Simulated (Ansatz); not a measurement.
Cd (hcp, Mg type), conventional cell a = 2.962 Å, b = 2.962 Å, c = 5.798 Å, α = 90.00°, β = 90.00°, γ = 120.00°. The calculation uses the primitive cell of 2 atoms, to which meshes and values per cell refer.

E(V) scan at fixed shape, V₀ the volume above. Symmetry pins the atoms to their sites.

These are r2SCAN (plane waves to 500 eV, PAW, scalar-relativistic; Ansatz, a quantum-chemistry and plane-wave program) values and carry that method's errors. k mesh 18×18×8 (Γ-centred), Fermi-Dirac smearing 0.05 eV. Energies are smeared free energies. With the shape held, the modulus is that of even scaling; a crystal free to change shape is softer. Cd was relaxed with its symmetry unable to fall. ΔE is measured from the relaxed starting cell.

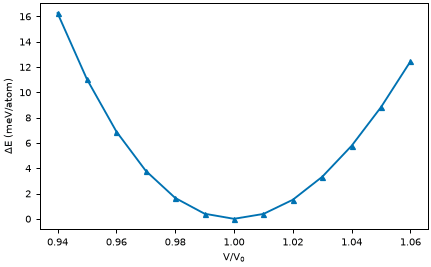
Figure. ΔE (meV/atom) against V/V₀; markers are the computed points, lines only join them.

Question: What bulk modulus at fixed cell shape B₀ follows from a third-order Birch-Murnaghan fit?

Answer: About 57 GPa.

Question: What is ΔE at V/V₀ = 0.940?

Answer: About 16 meV/atom.

(A scan under strain: stresses follow from slopes of the energy per volume, elastic moduli from its curvatures.)
